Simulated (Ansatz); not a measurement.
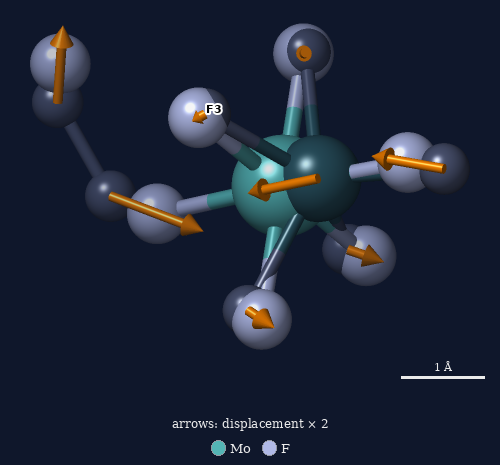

This is a relaxation of MoF7 (multiplicity 2). The starting structure is drawn faded, the final one solid; orange arrows show the displacements, 2 times their true length. The two geometries are superimposed by the best rigid fit.

The picture is a ball-and-stick view, seen at a tilt.

The run prepares an end point of a later path (reaction) calculation, from a guessed geometry.

Computed with UKS PBE/def2-SVP (Ansatz 0.2.0). Set-up: collinear spin; force threshold 0.03 eV/Å; at most 50 steps.

**What happened in the run?**

Over 12 geometry steps the energy falls by 2.728 eV. The largest force component goes from 3.1 to 0.004 eV/Å. The largest move after the best rigid fit is that of an F atom, 0.65 Å. By element the largest moves are F 0.65 Å, Mo 0.52 Å. Near-neighbour distances that change, for instance: F–Mo 2.967 → 1.867 Å, F–F 1.307 → 2.164 Å, F–Mo 3.624 → 3.246 Å, F–Mo 1.802 → 1.839 Å. New bonds form, among them: F–Mo (2.97 → 1.87 Å). Bonds break, among them: F–F (1.31 → 2.16 Å). Among the angles between lasting bonds that change: F–Mo–F 143.0° → 179.2°, F–Mo–F 108.6° → 90.0°, F–Mo–F 108.5° → 90.5°.

Limits of the set-up: the start holds two separate molecules, 2.9 Å apart at their closest, whose relative position is a soft coordinate and is computed without a dispersion correction.
